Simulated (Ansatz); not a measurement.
```yaml
atoms:
  - { symbol: B, position_ang: [-0.3080, 0.4329, -1.0389] }
  - { symbol: F, position_ang: [0.8328, -0.4656, 1.0339] }
  - { symbol: H, position_ang: [1.4243, 0.0844, 0.5600] }
  - { symbol: O, position_ang: [-1.3809, -0.2055, -0.6476] }
  - { symbol: H, position_ang: [-1.2533, -0.6930, 0.1998] }
```

Not at a stationary point (largest force 0.6 eV/Å).

All numbers below come from RKS PBE/def2-SVP in Ansatz 0.2.0.

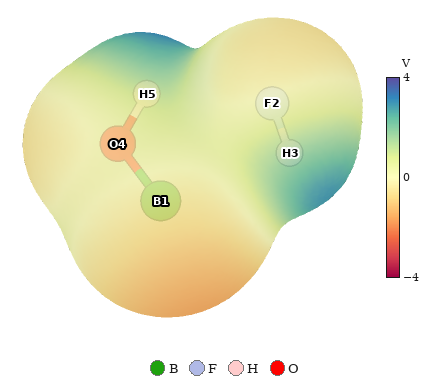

BHO···HF. The electrostatic potential painted on the density surface at 0.002 e/bohr³, seen at a tilt; the colour scale runs from red (negative) to blue (positive).

> Where is the surface potential most negative and most positive?

The most negative region (about −1.6 V) lies over B1, the most positive (about +3.1 V) over H5.
